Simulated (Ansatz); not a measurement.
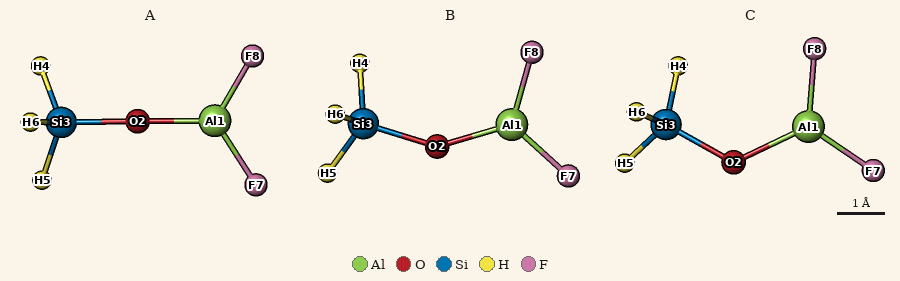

3 geometries from one relaxation of AlSiH3OF2, in shuffled order. The picture is a ball-and-stick view, seen at a tilt.

The run prepares the start of a later molecular dynamics calculation, from a guessed geometry.

All numbers below come from RKS LDA/def2-SVP in Ansatz. Set-up: no spin polarisation; force threshold 0.02 eV/Å; at most 40 steps.

Q: Put them in the order of the run, from the start to the converged end.

A: C, B, A. They are steps 0, 5, 19, at +0.335 eV, +0.029 eV relative to the last. The energy falls by 0.335 eV in 16 accepted moves (19 points after the start). The largest force component goes from 2.2 to 0.0005 eV/Å. The line search rejected the trial steps at points 8, 10, 18 of the run. The forces were under the threshold at step 14, but the run went on from there. The largest move after the best rigid fit is that of O2, 0.89 Å. Largest moves by element: O 0.89 Å, F 0.85 Å, H 0.82 Å, Al 0.19 Å, Si 0.12 Å. Among the contacts that change: Al1–O2 1.780 → 1.666 Å, Al1–F7 1.690 → 1.644 Å, Si3–H4 1.460 → 1.506 Å, O2–Si3 1.680 → 1.650 Å. Bond angles that change, for instance: Al1–O2–Si3 125.0° → 179.2°, F7–Al1–F8 120.0° → 117.8°.
